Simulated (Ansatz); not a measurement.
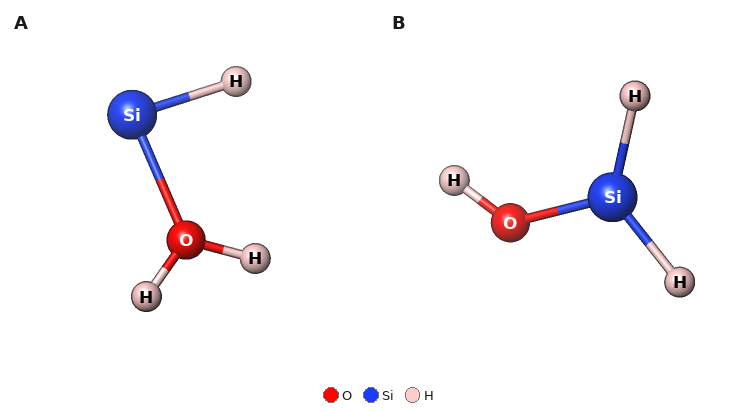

2 stationary structures of one formula. State: charge +1, singlet. Geometries: PBE0-D4/def2-TZVP. Electronic energies: RHF-CCSD(T) (frozen core)/def2-TZVPP (Ansatz 0.2.0), without zero-point energy. No frequency run is at hand to confirm each as a minimum.

Question: Which is lowest in energy, and by how much?

Answer: B is lowest (Cs); A lies 0.929 eV above it (Cs).
